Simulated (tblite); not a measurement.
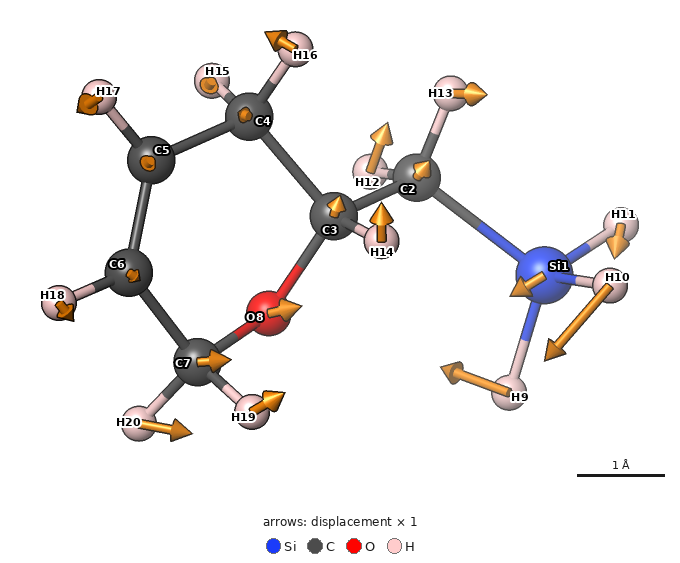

This is a relaxation of C6H12OSi. The starting structure is drawn; orange arrows show the displacements, at their true length. The two geometries are superimposed by the best rigid fit.

The picture is a ball-and-stick view, seen at a tilt.

These are results of GFN2-xTB geometry optimisation, gas phase in tblite, not measurements. 

**What happened in the run?**

The largest move after the best rigid fit is that of H10, 1.18 Å. Largest moves by element: H 1.18 Å, Si 0.49 Å, O 0.44 Å, C 0.42 Å. Among the contacts that change: Si1–O8 3.346 → 2.652 Å, C7–O8 1.435 → 1.406 Å, Si1–H10 1.487 → 1.463 Å, C3–C4 1.555 → 1.531 Å. Among the angles between lasting bonds that change: Si1–C2–C3 115.1° → 106.9°, Si1–C2–H13 106.8° → 112.8°, C2–C3–C4 110.2° → 114.9°. Groups turn about C2–C3 by about 35°. After 124 geometry steps the energy has fallen by 3.73 kcal/mol. Cost: 0.79 s on 1 thread of Arm Neoverse V2, with other jobs on the host.
